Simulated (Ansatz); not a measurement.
# CW (+2) (triplet): energies up the ladder

Aim: energies up the ladder, for CW (+2) (triplet), with the cost of each level. Charge +2. Spin multiplicity 3.

Method: the levels named in each step, in Ansatz 0.2.0.

### Step 1. Starting point

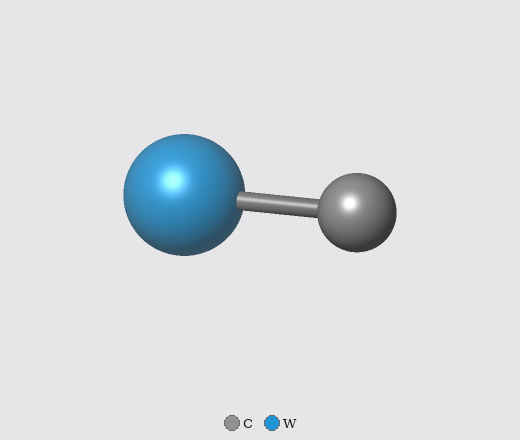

Start, viewed from a chosen angle; carbon grey, tungsten blue.

Structure file:

```xyz
2

C     0.0000    0.0000    0.0000
W     0.0000    0.0000    1.9622
```

### Step 2. A rough first relaxation, PBE-D4/def2-SVP

input.yaml reads:

```yaml
crystal:
  periodic: [false, false, false]
  atoms:
    - { symbol: C, position_ang: [0.0, 0.0, 0.0] }
    - { symbol: W, position_ang: [0.0, 0.0, 1.96222] }
magnetization:
  spin_polarized: true
  initial_magnetization: 2
total_charge: 2
basis:
  gaussian: { orbitals: def2-SVP }
hamiltonian:
  xc: pbe
  dispersion: d4
relax:
  f_tol: 0.03
  max_steps: 200
```

Run with:

```console
$ ansatz run input.yaml --threads 2 --pin off --max-ram 5120MiB --backend cpu --events-out ev --progress --plain --runs-dir out
```

The program printed (excerpt; [...] marks lines left out):

```text
Warning: RAYON_NUM_THREADS=2 ignored (pool sized by the plan → 2); use --threads N
[...]
Functional definition: PBE
[...]
465 factors; their error is unknown
[...]
mean field -2830.02311393 eV, -104.0014311784 hartree, gradient 5.2e-6 eV, S^2 2.006286; 24 other end points of the search recorded, 0 dependent functions left out
[...]
reference -2830.02314739 eV, -104.0014324079 hartree; 10, 8 occupied and 36, 38 virtual orbitals, 465 factors
relax step   1: F+E_penalty+E_count = -2830.04409924 eV  Δ(F+E_penalty+E_count) = +0.000e0 eV  max|allowed force component| = 5.788e0 eV/Å  Δτ_max = 0.0000 Å  (1106 SCF iters, accepted)
[...]
relax step   3: F+E_penalty+E_count = -2830.87222753 eV  Δ(F+E_penalty+E_count) = -3.255e-3 eV  max|allowed force component| = 1.424e-1 eV/Å  Δτ_max = 0.0077 Å  (31 SCF iters, accepted)
[...]
relax step   4: F+E_penalty+E_count = -2830.87245204 eV  Δ(F+E_penalty+E_count) = -2.245e-4 eV  max|allowed force component| = 1.063e-3 eV/Å  Δτ_max = 0.0016 Å  (34 SCF iters, accepted)
465 factors; their error is unknown
[...]
mean field -2830.85108715 eV, -104.0318586330 hartree, gradient 1.5e-5 eV, S^2 2.004898; 20 other end points of the search recorded, 0 dependent functions left out
[...]
reference -2830.85111904 eV, -104.0318598050 hartree; 10, 8 occupied and 36, 38 virtual orbitals, 465 factors
Total energy: -2830.87248414 eV, -104.0326449580 hartree
Atom 0 at    -0.000000     0.000000     0.115858 Å, force    -0.000000     0.000000     0.001059 eV/Å
Atom 1 at     0.000000    -0.000000     1.846362 Å, force     0.000000    -0.000000    -0.001059 eV/Å
Dipole moment:    -0.000000    -0.000000     0.108144 e Å
```

It took 26 s on 2 threads of Arm Neoverse V2, shared host; peak memory 0.12 GiB.

Relaxation path:

```csv
step,E - E(step 1) (eV),largest force component (eV/Å)
1,0.0000,5.7884
2,-0.8249,0.5756
3,-0.8281,0.1424
4,-0.8284,0.0011
```

Step 1 is the start.

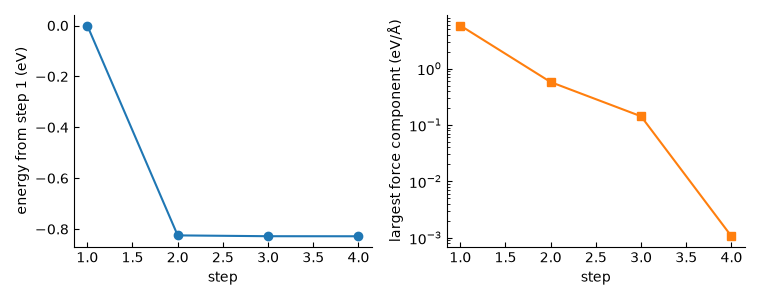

Energy and largest force along the relaxation.

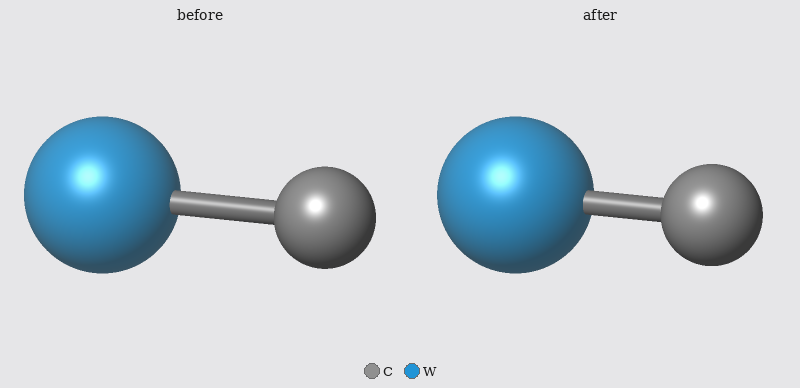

Before and after, at one scale.

Before: Bond lengths: C1–W2 1.962 Å.

After: Bond lengths: C1–W2 1.731 Å.

### Step 3. Relaxation, PBE0-D4/def2-TZVPP

input.yaml reads:

```yaml
crystal:
  periodic: [false, false, false]
  atoms:
    - { symbol: C, position_ang: [0.0, 0.0, 0.11585838] }
    - { symbol: W, position_ang: [0.0, 0.0, 1.84636162] }
magnetization:
  spin_polarized: true
  initial_magnetization: 2
total_charge: 2
basis:
  gaussian: { orbitals: def2-TZVPP }
hamiltonian:
  xc: pbe0
  dispersion: d4
relax:
  f_tol: 0.002
  max_steps: 150
```

Run with:

```console
$ ansatz run input.yaml --threads 2 --pin off --max-ram 5120MiB --backend cpu --events-out ev --progress --plain --runs-dir out
```

The program printed (excerpt; [...] marks lines left out):

```text
Warning: RAYON_NUM_THREADS=2 ignored (pool sized by the plan → 2); use --threads N
[...]
Functional definition: PBE0
[...]
580 factors; their error is unknown
[...]
mean field -2831.01223868 eV, -104.0377808425 hartree, gradient 2.1e-5 eV, S^2 2.010522; 3 other end points of the search recorded, 0 dependent functions left out
[...]
reference -2831.01226255 eV, -104.0377817196 hartree; 10, 8 occupied and 77, 79 virtual orbitals, 580 factors
relax step   1: F+E_penalty+E_count = -2831.03005768 eV  Δ(F+E_penalty+E_count) = +0.000e0 eV  max|allowed force component| = 1.048e0 eV/Å  Δτ_max = 0.0000 Å  (68 SCF iters, accepted)
[...]
relax step   3: F+E_penalty+E_count = -2831.04258868 eV  Δ(F+E_penalty+E_count) = -5.115e-4 eV  max|allowed force component| = 6.058e-3 eV/Å  Δτ_max = 0.0024 Å  (45 SCF iters, accepted)
[...]
relax step   4: F+E_penalty+E_count = -2831.04258907 eV  Δ(F+E_penalty+E_count) = -3.855e-7 eV  max|allowed force component| = 2.726e-4 eV/Å  Δτ_max = 0.0001 Å  (46 SCF iters, accepted)
580 factors; their error is unknown
[...]
mean field -2831.02472909 eV, -104.0382398566 hartree, gradient 1.7e-5 eV, S^2 2.010347; 4 other end points of the search recorded, 0 dependent functions left out
[...]
reference -2831.02475296 eV, -104.0382407338 hartree; 10, 8 occupied and 77, 79 virtual orbitals, 580 factors
Total energy: -2831.04261293 eV, -104.0388970757 hartree
Atom 0 at    -0.000000    -0.000000     0.127582 Å, force    -0.000000     0.000000     0.000273 eV/Å
Atom 1 at     0.000000     0.000000     1.834638 Å, force     0.000000    -0.000000    -0.000273 eV/Å
Dipole moment:     0.000000    -0.000000     0.152765 e Å
```

Wall time 9.1 s (2 threads of Arm Neoverse V2, shared host); peak memory 0.15 GiB.

Step by step:

| step | energy from step 1 (eV) | largest force component (eV/Å) |
| --- | --- | --- |
| 1 | 0.0000 | 1.0477 |
| 2 | -0.0120 | 0.2185 |
| 3 | -0.0125 | 0.0061 |
| 4 | -0.0125 | 0.0003 |

Step 1 is the start.

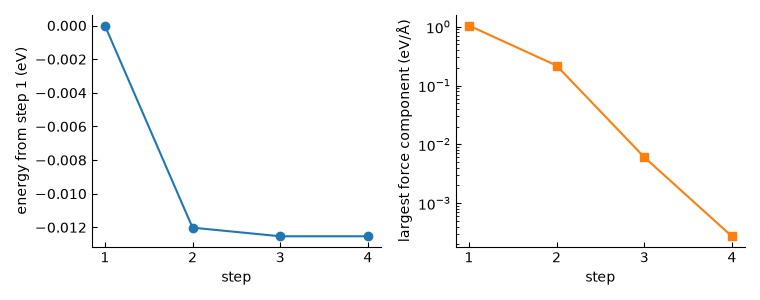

Energy and largest force along the relaxation.

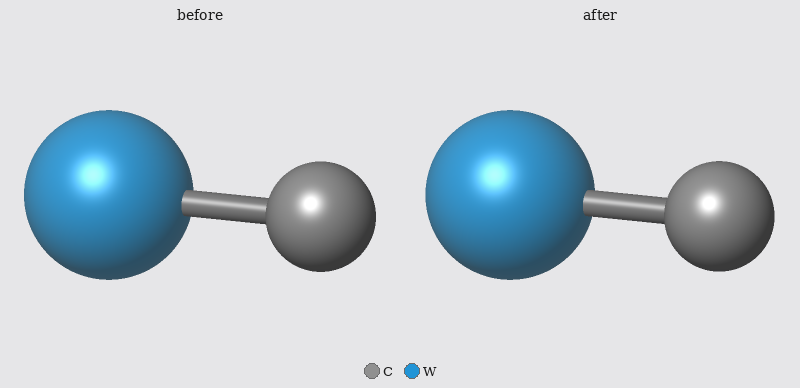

Before and after, at one scale. The change is too small to see at this scale.

Before: Bond lengths: C1–W2 1.731 Å.

After: Bond lengths: C1–W2 1.707 Å.

### Step 4. Frequencies, PBE0-D4/def2-TZVPP

input.yaml reads:

```yaml
crystal:
  periodic: [false, false, false]
  atoms:
    - { symbol: C, position_ang: [0.0, 0.0, 0.12758227] }
    - { symbol: W, position_ang: [0.0, 0.0, 1.83463773] }
magnetization:
  spin_polarized: true
  initial_magnetization: 2
total_charge: 2
basis:
  gaussian: { orbitals: def2-TZVPP }
hamiltonian:
  xc: pbe0
  dispersion: d4
phonons: {}
```

Run with:

```console
$ ansatz run input.yaml --threads 2 --pin off --max-ram 5120MiB --backend cpu --events-out ev --progress --plain --runs-dir out
```

The program printed (excerpt; [...] marks lines left out):

```text
Warning: RAYON_NUM_THREADS=2 ignored (pool sized by the plan → 2); use --threads N
[...]
[... 1 set-up line as earlier in the session ...]
[...]
580 factors; their error is unknown
[...]
mean field -2831.02472909 eV, -104.0382398566 hartree, gradient 1.9e-5 eV, S^2 2.010347; 1 other end points of the search recorded, 0 dependent functions left out
[...]
reference -2831.02475296 eV, -104.0382407338 hartree; 10, 8 occupied and 77, 79 virtual orbitals, 580 factors
[...]
580 factors; their error is unknown
[...]
mean field -2831.02472909 eV, -104.0382398567 hartree, gradient 2.1e-6 eV, S^2 2.010347; 0 other end points of the search recorded, 0 dependent functions left out
[...]
reference -2831.02475296 eV, -104.0382407339 hartree; 10, 8 occupied and 77, 79 virtual orbitals, 580 factors
[...]
580 factors; their error is unknown
[...]
reference -2831.02475296 eV, -104.0382407339 hartree; 10, 8 occupied and 77, 79 virtual orbitals, 580 factors
[...]
580 factors; their error is unknown
mean field -2831.02458538 eV, -104.0382345755 hartree, gradient 1.8e-6 eV, S^2 2.010364; 0 other end points of the search recorded, 0 dependent functions left out
[...]
reference -2831.02460925 eV, -104.0382354526 hartree; 10, 8 occupied and 77, 79 virtual orbitals, 580 factors
[...]
580 factors; their error is unknown
mean field -2831.02457665 eV, -104.0382342544 hartree, gradient 2.0e-6 eV, S^2 2.010331; 0 other end points of the search recorded, 0 dependent functions left out
[...]
reference -2831.02460052 eV, -104.0382351315 hartree; 10, 8 occupied and 77, 79 virtual orbitals, 580 factors
Total energy: -2831.04261293 eV, -104.0388970757 hartree
Atom 0 at     0.000000     0.000000     0.127582 Å, force     0.000000    -0.000000     0.000274 eV/Å
Atom 1 at     0.000000     0.000000     1.834638 Å, force    -0.000000     0.000000    -0.000274 eV/Å
Dipole moment:     0.000000    -0.000000     0.152765 e Å
Vibrations: 1069.01 cm⁻¹, zero-point energy 0.066270 eV
```

Wall time 15 s (2 threads of Arm Neoverse V2, shared host); peak memory 0.15 GiB.

Harmonic frequencies (cm⁻¹; negative: imaginary): 1069.

### Step 5. Single point, PBE-D4/def2-TZVPP

input.yaml, as its differences from that of step 4:

```diff
@@ -12,4 +12,3 @@
 hamiltonian:
-  xc: pbe0
+  xc: pbe
   dispersion: d4
-phonons: {}
```

Run with:

```console
$ ansatz run input.yaml --threads 2 --pin off --max-ram 5120MiB --backend cpu --events-out ev --progress --plain --runs-dir out
```

The program printed:

```text
Warning: RAYON_NUM_THREADS=2 ignored (pool sized by the plan → 2); use --threads N
Engine: ansatz 0.2.0, aarch64-unknown-linux-gnu
[... 1 set-up line as earlier in the session ...]
  parameter kappa = 0.804
  parameter beta = 0.06672455060314922
  exchange = pbe_x(kappa = kappa, mu = beta*pi^2/3)
  correlation = pbe_c(beta = beta)
515 factors; their error is unknown
mean field evaluation 1: about -2803.8652 eV, gradient 8.2e1 eV
mean field evaluation 2: about -2667.6742 eV, gradient 1.3e2 eV
mean field evaluation 4: about -2826.2805 eV, gradient 3.5e1 eV
mean field evaluation 8: about -2832.2533 eV, gradient 2.8e0 eV
mean field evaluation 16: about -2832.2869 eV, gradient 1.5e-4 eV
mean field evaluation 32: about -2832.2884 eV, gradient 2.5e-2 eV
mean field evaluation 64: about -2831.2847 eV, gradient 8.7e-1 eV
mean field -2832.28694565 eV, -104.0846254597 hartree, gradient 5.0e-5 eV, S^2 2.005631; 11 other end points of the search recorded, 0 dependent functions left out
reference -2832.28697741 eV, -104.0846266269 hartree; 10, 8 occupied and 77, 79 virtual orbitals, 515 factors
Total energy: -2832.30839294 eV, -104.0854136329 hartree
```

It took 7.5 s on 2 threads of Arm Neoverse V2, shared host; peak memory 0.16 GiB.

### Step 6. Single point, r2SCAN-D4/def2-TZVPP

input.yaml, as its differences from that of step 5:

```diff
@@ -12,3 +12,3 @@
 hamiltonian:
-  xc: pbe
+  xc: r2scan
   dispersion: d4
```

Run with:

```console
$ ansatz run input.yaml --threads 2 --pin off --max-ram 5120MiB --backend cpu --events-out ev --progress --plain --runs-dir out
```

The program printed:

```text
Warning: RAYON_NUM_THREADS=2 ignored (pool sized by the plan → 2); use --threads N
[... 1 set-up line as earlier in the session ...]
Functional definition: r2SCAN
  parameter k0 = 0.174
  parameter k1 = 0.065
  parameter a1 = 4.9479
  exchange = r2scan_x(k0 = k0, k1 = k1, a1 = a1)
  correlation = r2scan_c
515 factors; their error is unknown
mean field evaluation 1: about -2809.7325 eV, gradient 7.4e1 eV
mean field evaluation 2: about -2682.8035 eV, gradient 1.3e2 eV
mean field evaluation 4: about -2830.7530 eV, gradient 2.2e1 eV
mean field evaluation 8: about -2832.9828 eV, gradient 3.6e-2 eV
mean field evaluation 16: about -2832.9828 eV, gradient 4.6e-4 eV
mean field evaluation 32: about -2831.8729 eV, gradient 8.8e0 eV
mean field -2832.98282019 eV, -104.1101983771 hartree, gradient 3.3e-5 eV, S^2 2.011725; 3 other end points of the search recorded, 0 dependent functions left out
reference -2832.98283161 eV, -104.1101987970 hartree; 10, 8 occupied and 77, 79 virtual orbitals, 515 factors
Total energy: -2832.98664767 eV, -104.1103390346 hartree
```

It took 6.5 s on 2 threads of Arm Neoverse V2, shared host; peak memory 0.18 GiB.

### Step 7. Single point, B3LYP-D4/def2-TZVPP

input.yaml, as its differences from that of step 6:

```diff
@@ -12,3 +12,3 @@
 hamiltonian:
-  xc: r2scan
+  xc: { name: B3LYP }
   dispersion: d4
```

Run with:

```console
$ ansatz run input.yaml --threads 2 --pin off --max-ram 5120MiB --backend cpu --events-out ev --progress --plain --runs-dir out
```

The program printed:

```text
Warning: RAYON_NUM_THREADS=2 ignored (pool sized by the plan → 2); use --threads N
[... 1 set-up line as earlier in the session ...]
Functional definition: B3LYP
  parameter a0 = 0.2
  parameter ax = 0.72
  parameter ac = 0.81
  exchange = (1 - a0 - ax)*slater_x + ax*b88_x + a0*exact_x
  correlation = (1 - ac)*vwn_rpa_c + ac*lyp_c
560 factors; their error is unknown
mean field evaluation 1: about -2808.4200 eV, gradient 7.7e1 eV
mean field evaluation 2: about -2697.3917 eV, gradient 1.3e2 eV
mean field evaluation 4: about -2831.9338 eV, gradient 1.7e1 eV
mean field evaluation 8: about -2833.1490 eV, gradient 6.1e-2 eV
mean field evaluation 16: about -2833.1589 eV, gradient 1.2e-4 eV
mean field -2833.15889384 eV, -104.1166689647 hartree, gradient 2.0e-5 eV, S^2 2.007858; 2 other end points of the search recorded, 0 dependent functions left out
reference -2833.15907529 eV, -104.1166756328 hartree; 10, 8 occupied and 77, 79 virtual orbitals, 560 factors
Total energy: -2833.19515338 eV, -104.1180014781 hartree
```

Run time: 1.9 s. Hardware: 2 threads of Arm Neoverse V2, shared host; peak memory 0.14 GiB.

### Step 8. Single point, wB97M-V/def2-TZVPP

input.yaml, as its differences from that of step 7:

```diff
@@ -12,3 +12,2 @@
 hamiltonian:
-  xc: { name: B3LYP }
-  dispersion: d4
+  xc: { name: wB97M-V }
```

Run with:

```console
$ ansatz run input.yaml --threads 2 --pin off --max-ram 5120MiB --backend cpu --events-out ev --progress --plain --runs-dir out
```

The program printed (excerpt; [...] marks lines left out):

```text
Warning: RAYON_NUM_THREADS=2 ignored (pool sized by the plan → 2); use --threads N
[...]
Functional definition: wB97M-V
[...]
  gx(w, u) = 1 - cx + cx01*u + cx10*w
  gss(w, u) = css00 + css04*u^4 + css10*w + css20*w^2 + css43*w^4*u^3
  gos(w, u) = cos00 + cos10*w + (cos20 + cos21*u)*w^2 + (cos60 + cos61*u)*w^6
[...]
      + integral(e_c_pw_mod_opposite_spin*gos(b97_w_opposite, b97_u_opposite)) + vv10(b, c)
520 factors; their error is unknown
114 factors; integrals over basis functions are off by at most 3.1e-5 eV
[...]
mean field -2829.88409525 eV, -103.9963223360 hartree, gradient 1.8e-5 eV, S^2 2.007703; 2 other end points of the search recorded, 0 dependent functions left out
reference -2829.88413064 eV, -103.9963236367 hartree; 10, 8 occupied and 77, 79 virtual orbitals, 520 factors
Total energy: -2829.88413064 eV, -103.9963236367 hartree
```

Run time: 9.4 s. Hardware: 2 threads of Arm Neoverse V2, shared host; peak memory 0.26 GiB.

### Step 9. Single point, B2PLYP/def2-TZVPP

input.yaml, as its differences from that of step 8:

```diff
@@ -12,2 +12,2 @@
 hamiltonian:
-  xc: { name: wB97M-V }
+  xc: { name: B2PLYP }
```

Run with:

```console
$ ansatz run input.yaml --threads 2 --pin off --max-ram 5120MiB --backend cpu --events-out ev --progress --plain --runs-dir out
```

The program printed (excerpt; [...] marks lines left out):

```text
Warning: RAYON_NUM_THREADS=2 ignored (pool sized by the plan → 2); use --threads N
[...]
Functional definition: B2PLYP
[...]
569 factors; integrals over basis functions are off by at most 1.1e-3 eV
[...]
mean field -2824.35797276 eV, -103.7932410802 hartree, gradient 8.1e-6 eV, S^2 2.018027; 6 other end points of the search recorded, 0 dependent functions left out
1 core orbitals not correlated: weight in the atoms' cores, before any rotation towards them, 1.000 or more for the frozen orbitals, at most 0.000 for the correlated occupied ones
reference -2824.35808773 eV, -103.7932453054 hartree; 9, 7 occupied and 77, 79 virtual orbitals, 569 factors
second order -16.34946606 eV of doubles, -0.00000000 eV of singles
Total energy: -2828.77244356 eV, -103.9554698902 hartree
```

Run time: 6 s. Hardware: 2 threads of Arm Neoverse V2, shared host; peak memory 0.19 GiB.

### Step 10. Single point, LDA/def2-TZVPP

input.yaml, as its differences from that of step 9:

```diff
@@ -12,2 +12,2 @@
 hamiltonian:
-  xc: { name: B2PLYP }
+  xc: lda
```

Run with:

```console
$ ansatz run input.yaml --threads 2 --pin off --max-ram 5120MiB --backend cpu --events-out ev --progress --plain --runs-dir out
```

The program printed:

```text
Warning: RAYON_NUM_THREADS=2 ignored (pool sized by the plan → 2); use --threads N
[... 1 set-up line as earlier in the session ...]
Functional definition: SPW92
  exchange = slater_x
  correlation = pw_c
515 factors; their error is unknown
mean field evaluation 1: about -2789.3040 eV, gradient 8.4e1 eV
mean field evaluation 2: about -2653.4349 eV, gradient 1.3e2 eV
mean field evaluation 4: about -2811.2429 eV, gradient 3.9e1 eV
mean field evaluation 8: about -2818.7531 eV, gradient 3.2e0 eV
mean field evaluation 16: about -2818.7989 eV, gradient 1.4e-4 eV
mean field evaluation 32: about -2818.7989 eV, gradient 9.6e-2 eV
mean field evaluation 64: about -2814.2075 eV, gradient 2.1e1 eV
mean field evaluation 96: about -2818.7989 eV, gradient 1.2e-2 eV
mean field evaluation 128: about -2818.6389 eV, gradient 1.5e0 eV
mean field -2818.79892839 eV, -103.5889499680 hartree, gradient 1.8e-5 eV, S^2 2.002755; 11 other end points of the search recorded, 0 dependent functions left out
reference -2818.79895701 eV, -103.5889510196 hartree; 10, 8 occupied and 77, 79 virtual orbitals, 515 factors
Total energy: -2818.79895701 eV, -103.5889510196 hartree
```

Run time: 5.4 s. Hardware: 2 threads of Arm Neoverse V2, shared host; peak memory 0.16 GiB.

### Step 11. Single point, PBE0-D4/def2-SVP

input.yaml, as its differences from that of step 10:

```diff
@@ -10,4 +10,5 @@
 basis:
-  gaussian: { orbitals: def2-TZVPP }
+  gaussian: { orbitals: def2-SVP }
 hamiltonian:
-  xc: lda
+  xc: pbe0
+  dispersion: d4
```

Run with:

```console
$ ansatz run input.yaml --threads 2 --pin off --max-ram 5120MiB --backend cpu --events-out ev --progress --plain --runs-dir out
```

The program printed:

```text
Warning: RAYON_NUM_THREADS=2 ignored (pool sized by the plan → 2); use --threads N
[... 2 set-up lines as earlier in the session ...]
  parameter a = 0.25
[... 2 set-up lines as earlier in the session ...]
  exchange = (1 - a)*pbe_x(kappa = kappa, mu = beta*pi^2/3) + a*exact_x
[... 1 set-up line as earlier in the session ...]
465 factors; integrals over basis functions are off by at most 6.7e-4 eV
mean field evaluation 1: about -2810.4099 eV, gradient 6.4e1 eV
mean field evaluation 2: about -2720.8613 eV, gradient 1.2e2 eV
mean field evaluation 4: about -2829.0528 eV, gradient 9.3e0 eV
mean field evaluation 8: about -2829.5171 eV, gradient 2.9e-1 eV
mean field evaluation 16: about -2829.5176 eV, gradient 2.9e-4 eV
mean field -2829.51764652 eV, -103.9828555937 hartree, gradient 2.0e-5 eV, S^2 2.009065; 2 other end points of the search recorded, 0 dependent functions left out
reference -2829.51767083 eV, -103.9828564870 hartree; 10, 8 occupied and 36, 38 virtual orbitals, 465 factors
Total energy: -2829.53553080 eV, -103.9835128289 hartree
```

Run time: 1.2 s. Hardware: 2 threads of Arm Neoverse V2, shared host; peak memory 0.1 GiB.

### Step 12. Single point, PBE-D4/def2-SVP

input.yaml, as its differences from that of step 11:

```diff
@@ -12,3 +12,3 @@
 hamiltonian:
-  xc: pbe0
+  xc: pbe
   dispersion: d4
```

Run with:

```console
$ ansatz run input.yaml --threads 2 --pin off --max-ram 5120MiB --backend cpu --events-out ev --progress --plain --runs-dir out
```

The program printed (excerpt; [...] marks lines left out):

```text
Warning: RAYON_NUM_THREADS=2 ignored (pool sized by the plan → 2); use --threads N
[...]
[... 1 set-up line as earlier in the session ...]
[...]
465 factors; their error is unknown
[...]
mean field -2830.83799592 eV, -104.0313775391 hartree, gradient 1.4e-5 eV, S^2 2.004864; 16 other end points of the search recorded, 0 dependent functions left out
reference -2830.83802766 eV, -104.0313787054 hartree; 10, 8 occupied and 36, 38 virtual orbitals, 465 factors
Total energy: -2830.85944318 eV, -104.0321657115 hartree
```

Wall time 6.2 s (2 threads of Arm Neoverse V2, shared host); peak memory 0.11 GiB.

### Step 13. Geometries side by side

| level | C1–W2 (Å) | rotational constants (MHz) | highest frequency (cm⁻¹) | CPU time |
| --- | --- | --- | --- | --- |
| PBE0-D4/def2-TZVPP | 1.7071 | 15395 | 1069 | 17 s |

Constants are for the commonest isotopes at the equilibrium geometry; times are CPU times of the relaxations.

### Step 14. Total energies

| level | energy (eV) | CPU time |
| --- | --- | --- |
| PBE-D4/def2-TZVPP | -2832.3084 | 14 s |
| r2SCAN-D4/def2-TZVPP | -2832.9866 | 13 s |
| B3LYP-D4/def2-TZVPP | -2833.1952 | 3.7 s |
| wB97M-V/def2-TZVPP | -2829.8841 | 18 s |
| B2PLYP/def2-TZVPP | -2828.7724 | 12 s |
| LDA/def2-TZVPP | -2818.7990 | 10 s |
| PBE0-D4/def2-SVP | -2829.5355 | 2.2 s |
| PBE-D4/def2-SVP | -2830.8594 | 12 s |

### Step 15. Outcome

```
                         quantity         value
      C1–W2 at PBE0-D4/def2-TZVPP       1.707 Å
frequencies at PBE0-D4/def2-TZVPP     1069 cm⁻¹
        energy at PBE-D4/def2-SVP  -2830.859 eV
```

In words: No mode is imaginary, so the geometry is a minimum. These totals serve in differences with atoms or fragments at the same level; alone they don't rank the methods. Heavy atoms carry effective core potentials in def2 sets, and spin-orbit coupling is left out.
